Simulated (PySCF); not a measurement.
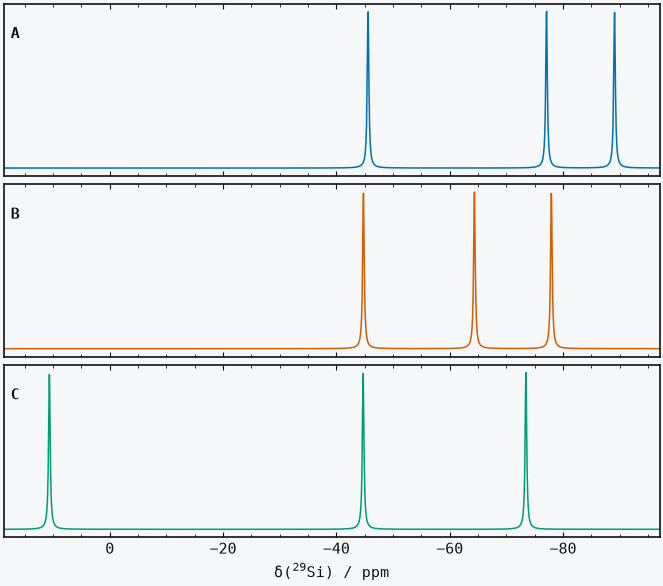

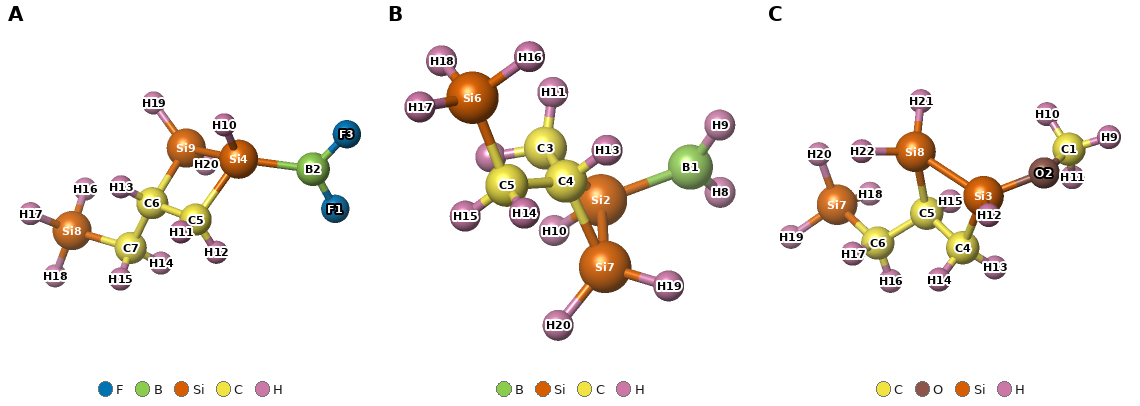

Related molecules: A is C₃H₁₁BF₂Si₃, SMILES FB(F)[Si@@H]1C[C@H](C[SiH3])[SiH2]1; B is C₃H₁₃BSi₃, SMILES B[Si@@H]1C[C@@H](C[SiH3])[SiH2]1; C is C₄H₁₄OSi₃, SMILES CO[Si@@H]1C[C@@H](C[SiH3])[SiH2]1. GIAO ²⁹Si shifts against TMS, PBE0/pcSseg-1, PySCF 2.14.0, at a GFN2-xTB geometry (no frequency check); fully decoupled, line heights follow the number of nuclei within a panel, widths are arbitrary (no quadrupolar broadening); values of one conformer, averaged over nuclei that symmetry or rotation about single bonds exchange, these motions taken as fast; other conformers aren't averaged in.

Question: Assign the ²⁹Si signals of each molecule.

Answer: A: −45.6 (Si9); −77.1 (Si8); −89.1 (Si4)
B: −44.8 (Si7); −64.4 (Si2); −77.9 (Si6)
C: 10.7 (Si3); −44.7 (Si8); −73.5 (Si7)

Limits of at least one run: the tight-binding geometry is rougher than a DFT one and adds to the error.
